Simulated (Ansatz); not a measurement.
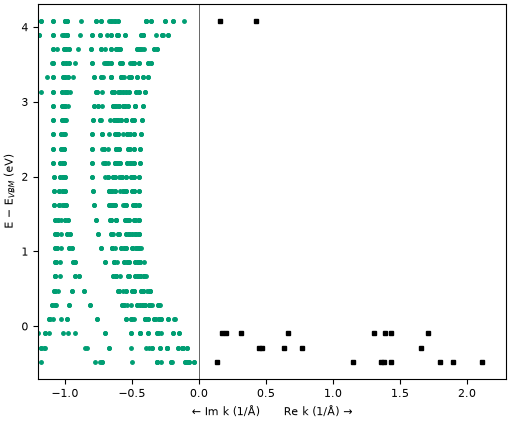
Figure: Complex bands at the centre of the two-dimensional zone; r2SCAN (Ansatz, an electronic-structure program)

The gap is the functional's own, uncorrected, and κ follows it; spin-orbit coupling is left out. Mid-gap means the computed energy nearest the middle.

Q: This is LiNbO$_{3}$ (R3c, 10 atoms a cell, 10.6 Å³ an atom) along the normal of (100). Read off the slowest decay at the centre of the two-dimensional zone at 2.00 eV, the computed energy nearest the middle of the gap.

A: κ ≈ 0.45 1/Å, a decay length 1/(2κ) of the density of 1.1 Å.
